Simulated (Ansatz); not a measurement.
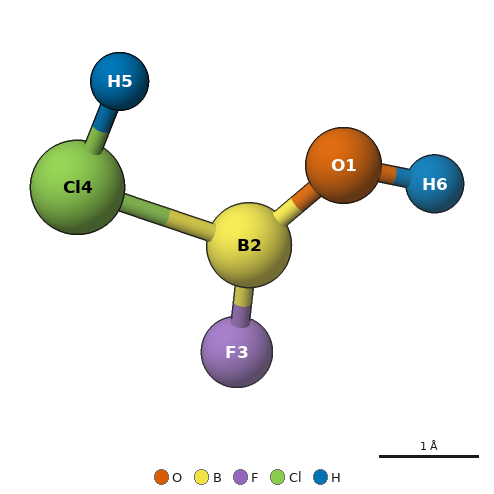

Charge +1, singlet. Computed geometry: PBE-D4/def2-SVP optimisation. No frequency run is at hand to confirm it as a minimum.

Give the bond lengths.

```json
{"bond": "O1–B2", "length (Å)": "1.310"}
{"bond": "O1–H6", "length (Å)": "0.982"}
{"bond": "B2–F3", "length (Å)": "1.293"}
{"bond": "B2–Cl4", "length (Å)": "1.954"}
{"bond": "Cl4–H5", "length (Å)": "1.321"}
```
